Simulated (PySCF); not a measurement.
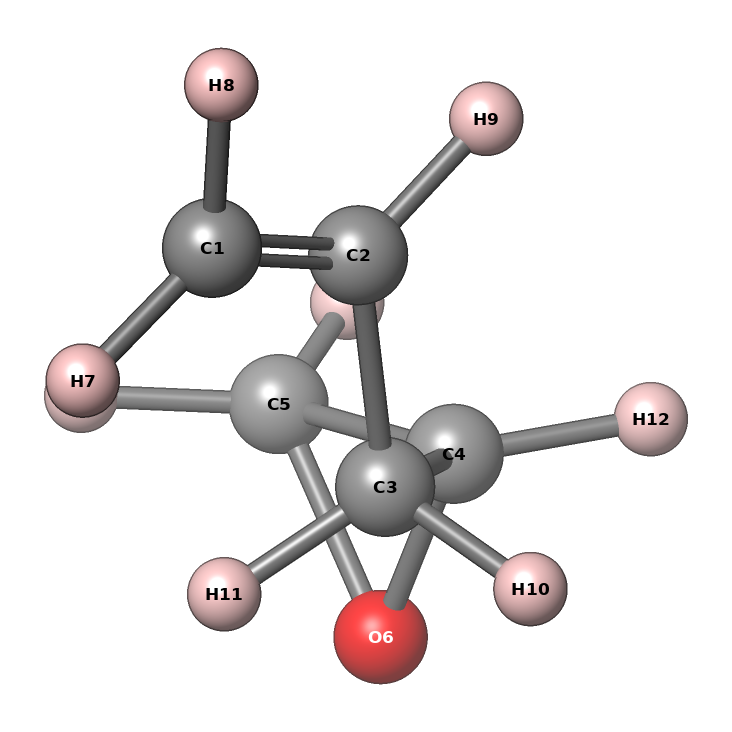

C4 lies behind C3. The molecule seen a little off the C3–C4 bond, C3 in front. Distant atoms are faded towards the background colour. Geometry: a frame of a GFN2-xTB molecular-dynamics simulation, not a minimum.

What is the torsion angle C2–C3–C4–O6? The sign is positive where the front bond must turn clockwise to cover the back bond.

−153°, antiperiplanar (anti).
